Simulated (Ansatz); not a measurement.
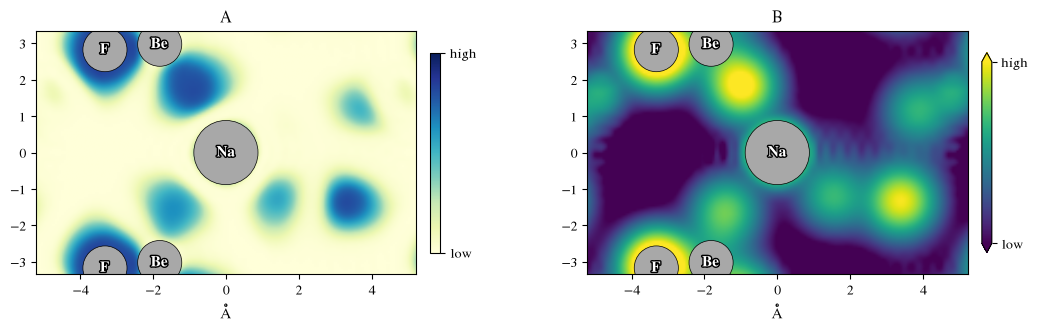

NaBeF3: 2 fields on the (110) plane of the conventional cell, with unlabelled colour scales. Grey discs cover the atomic cores.

Space group Pmc2₁; a structure generated by program, which may or may not match a known phase; changed on purpose from its base cell (the structure that the rattled cell fell into).

All numbers below come from DFT PBE, scalar-relativistic, plane waves, PAW in Ansatz 0.2.0.

**Match the panels to the quantities (electron localisation function and valence pseudo-density).**

Panel A: electron localisation function. Panel B: valence pseudo-density. From the grid: Be–F (1.51 Å): the density is about 1.2 e/Å³ at the midpoint; the ELF peaks at about 0.80 in the valence shell of F, 0.7 Å from its nucleus, and is about 0.80 at the midpoint.
